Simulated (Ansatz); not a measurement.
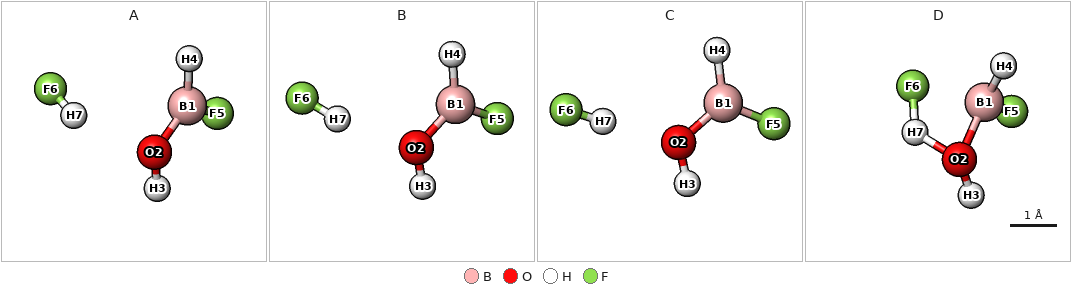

4 geometries from a converged minimum-energy path of BH$_{3}$OF$_{2}$, shuffled. Style: ball-and-stick. Shown at a tilt.

Method: Ansatz 0.2.0, RHF/def2-SVP. Run with 5 movable images; climbing image; force threshold 0.05 eV/Å; iteration limit 60; starting path through a guess of the saddle point.

> Which frame is the transition state?

D. In order along the path, whose images run from 0 to 6: C (image 0, 0.0 kcal/mol), B (image 1, +0.4 kcal/mol), A (image 2, +1.3 kcal/mol), D (image 4, +30.4 kcal/mol). Breaking: B1–O2 (1.35 → 1.49 at the top → 2.19 Å), F6–H7 (0.91 → 1.12 at the top → 2.65 Å). Forming: B1–F6 (3.70 → 1.65 at the top → 1.32 Å), O2–H7 (1.86 → 1.22 at the top → 0.95 Å).

Limits of the set-up: Hartree-Fock leaves out electron correlation.
